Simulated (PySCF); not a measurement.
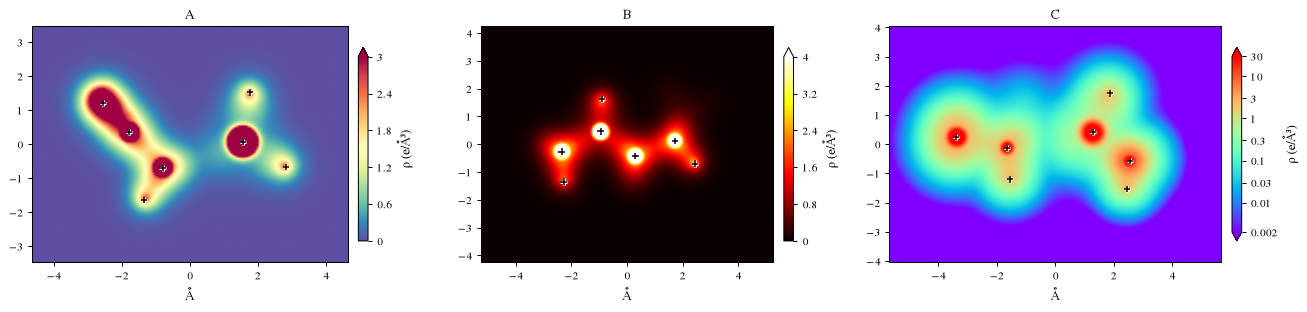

The total electron density of 3 systems, each on a plane through atoms (crosses mark nuclei in the plane).

Theory: PBE0/pcSseg-1, SCF density, gas phase, non-relativistic (PySCF).

System 1: C₆H₁₁NOSi, the plane of atoms C8, C7 and H20. Geometry: GFN2-xTB.

```yaml
atoms:
  - { symbol: C, position_ang: [2.3765, 0.4362, 0.0798] }
  - { symbol: C, position_ang: [1.1765, -0.5097, 0.0259] }
  - { symbol: O, position_ang: [1.3771, -1.6439, 0.8507] }
  - { symbol: C, position_ang: [-0.0823, 0.1823, 0.5266] }
  - { symbol: Si, position_ang: [-0.8359, 1.6585, -0.4339] }
  - { symbol: C, position_ang: [-2.3369, 0.5146, -0.1253] }
  - { symbol: C, position_ang: [-1.4040, -0.6231, 0.3678] }
  - { symbol: C, position_ang: [-1.3137, -1.6551, -0.6245] }
  - { symbol: N, position_ang: [-1.2732, -2.4573, -1.4402] }
  - { symbol: H, position_ang: [3.2761, -0.0717, -0.2634] }
  - { symbol: H, position_ang: [2.5381, 0.7730, 1.1014] }
  - { symbol: H, position_ang: [2.1992, 1.3002, -0.5551] }
  - { symbol: H, position_ang: [1.0263, -0.8354, -1.0166] }
  - { symbol: H, position_ang: [2.1211, -2.1543, 0.5155] }
  - { symbol: H, position_ang: [0.0730, 0.3981, 1.5865] }
  - { symbol: H, position_ang: [-0.8094, 2.9488, 0.2508] }
  - { symbol: H, position_ang: [-0.4252, 1.7692, -1.8320] }
  - { symbol: H, position_ang: [-2.9469, 0.2291, -0.9802] }
  - { symbol: H, position_ang: [-3.0120, 0.8424, 0.6627] }
  - { symbol: H, position_ang: [-1.7298, -1.0916, 1.3004] }
```

System 2: C₃H₇ClO₃Si, the plane of atoms O1, Si2 and H10. Geometry: GFN2-xTB.

```xyz
15

O    -2.9244    0.6435   -0.1985
Si   -1.5961   -0.2491   -0.2885
O    -0.5137    0.4114   -1.3244
C     0.8508    0.1576   -1.1655
C     1.2754    0.3851    0.2830
Cl    3.0195    0.1096    0.4346
C     0.5320   -0.5511    1.2326
O    -0.8462   -0.3341    1.1642
H    -2.9021    1.5604    0.0673
H    -2.0542   -1.5473   -0.7402
H     1.3933    0.8360   -1.8316
H     1.0791   -0.8758   -1.4548
H     1.0748    1.4236    0.5615
H     0.7632   -1.5916    0.9724
H     0.8443   -0.3703    2.2661
```

System 3: C₅H₁₃AlBF, the plane of atoms C1, B2 and C3. Geometry: GFN2-xTB.

| atom | x (Å) | y (Å) | z (Å) |
| --- | --- | --- | --- |
| C | 2.7747 | -0.4274 | 0.2376 |
| B | 1.2358 | -0.7315 | 0.0708 |
| C | 0.2534 | 0.4247 | 0.3136 |
| Al | 0.7005 | 1.6064 | -1.2733 |
| F | -0.3509 | 2.7845 | -1.7616 |
| C | -1.2743 | 0.2493 | 0.3256 |
| C | -1.7650 | -0.3812 | -0.9717 |
| C | -1.7123 | -0.5801 | 1.5327 |
| H | 3.3015 | -1.1691 | 0.8353 |
| H | 2.9754 | 0.5569 | 0.6651 |
| H | 3.2437 | -0.4481 | -0.7492 |
| H | 0.8999 | -1.7888 | -0.3153 |
| H | 0.5505 | 1.0378 | 1.1799 |
| H | 1.9965 | 1.5938 | -2.0814 |
| H | -1.7430 | 1.2424 | 0.4082 |
| H | -1.3734 | -1.3883 | -1.0851 |
| H | -1.4137 | 0.2196 | -1.8242 |
| H | -2.8517 | -0.4211 | -1.0052 |
| H | -1.2783 | -1.5757 | 1.4765 |
| H | -1.3817 | -0.1153 | 2.4589 |
| H | -2.7964 | -0.6718 | 1.5624 |

Question: Which map belongs to which system?

Answer: Panel A is system 1, C₆H₁₁NOSi: the plane holds Si, C, N and H. C–N (1.14 Å): ρ at the midpoint is about 3.6 e/Å³. Panel B is system 3, C₅H₁₃AlBF: the plane holds C, B and H. C–C (1.54 Å): the density is about 1.6 e/Å³ at the midpoint. Panel C is system 2, C₃H₇ClO₃Si: the plane holds O, Si, C, Cl and H. Si–O (1.60 Å): the density is about 1.2 e/Å³ at the midpoint.
